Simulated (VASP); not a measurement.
Band structure of TaV₂ (space group Fd-3m). Computed with PBEsol GGA, VASP's PBE PAW potentials (set 64) (plane waves; VASP).

Unless said otherwise, spin-orbit coupling is left out, though it shifts the bands of the heavy elements here.

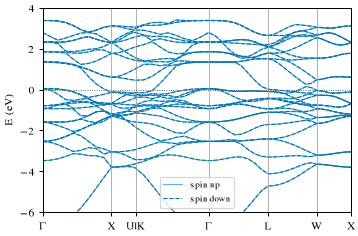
Figure. Bands along high-symmetry lines, zero at the valence-band maximum or, without a gap, the Fermi level

Q: Read the plot: is there a gap, and where are the band edges?

A: It has no gap at this level: it comes out as a metal or semimetal.

The structure comes from a measured TaV2 entry of the Crystallography Open Database, whose conditions weren't checked. The cell was not relaxed at this level. The k-mesh is coarse (spacing up to 0.30 per Å, 2π included), so the numbers may not be converged in it.
